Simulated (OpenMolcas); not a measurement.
# A workflow on CH4ClGeO (SMILES [CH3][Ge]([OH])[Cl])

We compute a series of 8 runs (UHF/6-31G*, CASSCF(3,3)/6-31G*, CASPT2(3,3)/6-31G*, CASPT2[IPEA 0](3,3)/6-31G*, SC-NEVPT2(3,3)/6-31G*, PC-NEVPT2(3,3)/6-31G*, MC-PDFT[tPBE](3,3)/6-31G*, MC-PDFT[ftPBE](3,3)/6-31G*) of CH4ClGeO. 

Program for the calculation: OpenMolcas 26.06.

## Step 1: The structure to begin with

CH4ClGeO: 8 atoms, total charge 0, spin state doublet. SMILES: `[CH3][Ge]([OH])[Cl]`. The Ge2–O3 distance was set to 2.313 Å, away from the relaxed value.

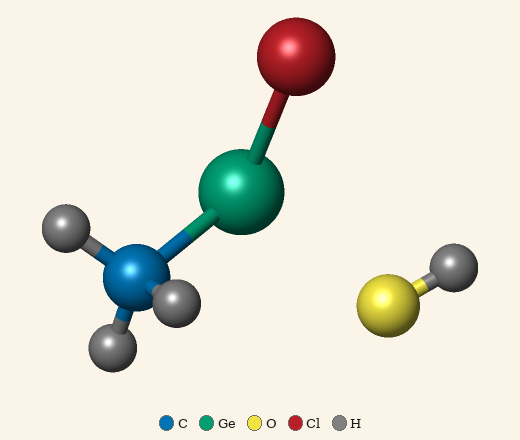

Viewed from a chosen angle; carbon blue, germanium teal, oxygen yellow, chlorine red, hydrogen grey.

## Step 2: The energy at UHF/6-31G(d) (spherical functions) (run 1)

The input, step1.input:

```
>>> EXPORT MOLCAS_PRINT=2

&gateway
  baslib
  $CurrDir
  coord
  8
  angstrom
  C       -0.342823       1.520425      -0.228087
  Ge      -1.074323      -0.268175       0.090513
  O        0.714600      -1.504600       0.880000
  Cl      -1.659923      -1.146775      -1.821587
  H        0.006677       1.937725       0.715913
  H        0.494077       1.407925      -0.919787
  H       -1.107623       2.161525      -0.663087
  H        0.584600      -2.453200       0.797100
  basis
  6-31Gs
  group
  NoSym

&seward

&scf
  uhf
  spin
  2
  scramble
  0.25
  prorbitals
  1 2
```

The basis set 6-31G* is read from a file made from the Basis Set Exchange's data (not shown).

Launch:

```
export MOLCAS_MEM=1860
pymolcas step1.input > step1.log
```

What it wrote:

```text
--- Start Module: gateway ---
[...]
--- Stop Module: gateway /rc=_RC_ALL_IS_WELL_ ---
--- Start Module: seward ---
[...]
      Basis functions           86
--- Stop Module: seward /rc=_RC_ALL_IS_WELL_ ---
[...]
--- Start Module: scf ---
[...]
       Convergence after  28 Iterations
[...]
::    Total SCF energy                              -2649.5967224563
[...]
      Total spin, S                                     0.5931677367
[...]
      Total electronic charge=   67.000000
      Total            charge=   -0.000000
[...]
      Dipole Moment (debye):
      Origin of the operator (angstrom)=   -0.9237   -0.4447   -0.3246
                   X= -3.3749E-01               Y=  1.4105E+00               Z=  1.1397E+00           Total=  1.8445E+00
      Quadrupole Moment (debye*angstrom):
[...]
--- Stop Module: scf /rc=_RC_ALL_IS_WELL_ ---
[...]
```

Run time: 17 s. Hardware: 1 thread of AMD EPYC 7R43 (Zen 3), shared host; peak memory 0.47 GiB.

## Step 3: A single-point energy at CASSCF(3,3)/6-31G(d) (spherical functions) (run 2)

The input, step2.inp:

```
&gateway
baslib
$CurrDir
coord
8
angstrom
C       -0.342823       1.520425      -0.228087
Ge      -1.074323      -0.268175       0.090513
O        0.714600      -1.504600       0.880000
Cl      -1.659923      -1.146775      -1.821587
H        0.006677       1.937725       0.715913
H        0.494077       1.407925      -0.919787
H       -1.107623       2.161525      -0.663087
H        0.584600      -2.453200       0.797100
basis
6-31Gs
group
NoSym
&seward
&rasscf
fileorb
$CurrDir/step1.UnaOrb
spin
2
nactel
3 0 0
inactive
32
ras2
3
orblisting
Nothing
```

The basis set 6-31G* is read from a file made from the Basis Set Exchange's data (not shown).

Launch:

```
export MOLCAS_MEM=1860
pymolcas step2.inp > step2.log
```

What it wrote:

```text
--- Start Module: gateway ---
[...]
--- Stop Module: gateway /rc=_RC_ALL_IS_WELL_ ---
--- Start Module: seward ---
[...]
      Basis functions           86
--- Stop Module: seward /rc=_RC_ALL_IS_WELL_ ---
[...]
--- Start Module: rasscf ---
[...]
      Number of active orbitals                  3
[...]
      Spin quantum number                      0.5
[...]
      Active orbitals                            3
[...]
      Number of CSFs                             8
[...]
      Number of root(s) required                 1
[...]
      Convergence after 16 iterations
[...]
      printout of CI-coefficients larger than  0.05 for root  1
      energy=   -2649.621074
      conf/sym  111     Coeff  Weight
             1  2u0   0.97427 0.94920
             4  udu  -0.08356 0.00698
             5  02u   0.10057 0.01011
             7  u02  -0.06332 0.00401
             8  0u2   0.16291 0.02654
      Natural orbitals and occupation numbers for root  1
      sym 1:   1.913029   1.006025   0.080946
      ************************************************************************************************************************
      *                                                    Final results                                                     *
[...]
::    RASSCF root number  1 Total energy:  -2649.62107429
[...]
      Total electronic charge=   67.000000
      Total            charge=   -0.000000
[...]
      Dipole Moment (debye):
      Origin of the operator (angstrom)=   -0.9237   -0.4447   -0.3246
                   X= -9.4353E-01               Y=  1.7352E+00               Z=  1.0292E+00           Total=  2.2273E+00
      Quadrupole Moment (debye*angstrom):
[...]
--- Stop Module: rasscf /rc=_RC_ALL_IS_WELL_ ---
[...]
```

It took 14 s on 1 thread of AMD EPYC 7R43 (Zen 3), shared host; peak memory 0.47 GiB.

Runs 3 to 7 aren't shown in full; the table further down has their settings and results.

## Step 4: A single-point energy at MC-PDFT[ftPBE](3,3)/6-31G(d) (spherical functions) (run 8)

The input, step8.inp:

```
* CH4ClGeO MC-PDFT
&gateway
baslib=$CurrDir
coord
8
angstrom
C       -0.342823       1.520425      -0.228087
Ge      -1.074323      -0.268175       0.090513
O        0.714600      -1.504600       0.880000
Cl      -1.659923      -1.146775      -1.821587
H        0.006677       1.937725       0.715913
H        0.494077       1.407925      -0.919787
H       -1.107623       2.161525      -0.663087
H        0.584600      -2.453200       0.797100
basis=6-31Gs
group=NoSym
&seward
&rasscf
fileorb=$CurrDir/step2.RasOrb
spin=2
nactel=3 0 0
inactive=32
ras2=3
orblisting=Nothing
&mcpdft
ksdft=FT:PBE
```

The basis set 6-31G* is read from a file made from the Basis Set Exchange's data (not shown).

Launch:

```
export MOLCAS_MEM=1860
pymolcas step8.inp > step8.log
```

What it wrote:

```text
--- Start Module: gateway ---
[...]
--- Stop Module: gateway /rc=_RC_ALL_IS_WELL_ ---
[...]
      Basis functions           86
[...]
--- Start Module: rasscf ---
[...]
      Number of active orbitals                  3
[...]
      Spin quantum number                      0.5
[...]
      Active orbitals                            3
[...]
      Number of CSFs                             8
[...]
      Number of root(s) required                 1
[...]
      Convergence after  4 iterations
[...]
      printout of CI-coefficients larger than  0.05 for root  1
      energy=   -2649.621074
      conf/sym  111     Coeff  Weight
             1  2u0   0.97427 0.94919
             4  udu  -0.08357 0.00698
             5  02u   0.10057 0.01012
             7  u02  -0.06332 0.00401
             8  0u2   0.16291 0.02654
      Natural orbitals and occupation numbers for root  1
      sym 1:   1.913022   1.006025   0.080953
      ************************************************************************************************************************
      *                                                    Final results                                                     *
[...]
::    RASSCF root number  1 Total energy:  -2649.62107430
[...]
      Total electronic charge=   67.000000
      Total            charge=   -0.000000
[...]
      Dipole Moment (debye):
      Origin of the operator (angstrom)=   -0.9237   -0.4447   -0.3246
                   X= -9.4332E-01               Y=  1.7350E+00               Z=  1.0294E+00           Total=  2.2270E+00
      Quadrupole Moment (debye*angstrom):
[...]
--- Stop Module: rasscf /rc=_RC_ALL_IS_WELL_ ---
[...]
--- Start Module: mcpdft ---
[...]
 ###    WARNING: Deprecation warning: KSDF should be replaced                ###
 ###    with FUNC keyword                                                    ###
 ###############################################################################
[...]
::    MCPDFT root number  1 Total energy:  -2652.32670978
--- Stop Module: mcpdft /rc=_RC_ALL_IS_WELL_ ---
[...]
```

It took 11 s on 1 thread of AMD EPYC 7R43 (Zen 3), shared host; peak memory 0.47 GiB.

## Step 5: Overview of the runs

| run | level | scramble | active rule | energy (Eh) | dipole moment (D) of the reference | wall time |
| --- | --- | --- | --- | --- | --- | --- |
| 1 | UHF/6-31G* (spherical functions) | 0.25 | – | -2649.596722 | 1.84 | 17 s |
| 2 | CASSCF(3,3)/6-31G* (spherical functions) | – | uhf natural orbitals | -2649.621074 | 2.23 | 14 s |
| 3 | CASPT2(3,3)/6-31G* (spherical functions) | – | uhf natural orbitals | -2650.269588 | 2.23 | 11 s |
| 4 | CASPT2[IPEA 0](3,3)/6-31G* (spherical functions) | – | uhf natural orbitals | -2650.275220 | 2.23 | 11 s |
| 5 | SC-NEVPT2(3,3)/6-31G* (spherical functions) | – | uhf natural orbitals | -2650.269295 | 2.23 | 10 s |
| 6 | PC-NEVPT2(3,3)/6-31G* (spherical functions) | – | uhf natural orbitals | -2650.269913 | 2.23 | 10 s |
| 7 | MC-PDFT[tPBE](3,3)/6-31G* (spherical functions) | – | uhf natural orbitals | -2651.926836 | 2.23 | 11 s |
| 8 | MC-PDFT[ftPBE](3,3)/6-31G* (spherical functions) | – | uhf natural orbitals | -2652.326710 | 2.23 | 11 s |

## Step 6: What came out

```
                                                         quantity           value
                  run 8, MC-PDFT[ftPBE](3,3)/6-31G*: total energy  -2652.32671 Eh
run 8, MC-PDFT[ftPBE](3,3)/6-31G*: dipole moment (CASSCF density)          2.23 D
```

Below the UHF energy at the same shape and in the same basis (6-31G*): CASSCF(3,3) -24.4 mEh; CASPT2(3,3) -672.9 mEh; CASPT2[IPEA 0](3,3) -678.5 mEh; SC-NEVPT2(3,3) -672.6 mEh; PC-NEVPT2(3,3) -673.2 mEh. Active-space methods hold only the correlation inside their space unless a perturbation or CI step follows. Spin contamination of the reference: run 1 ⟨S²⟩ = 0.95. All runs together took 94 s, the longest 17 s.
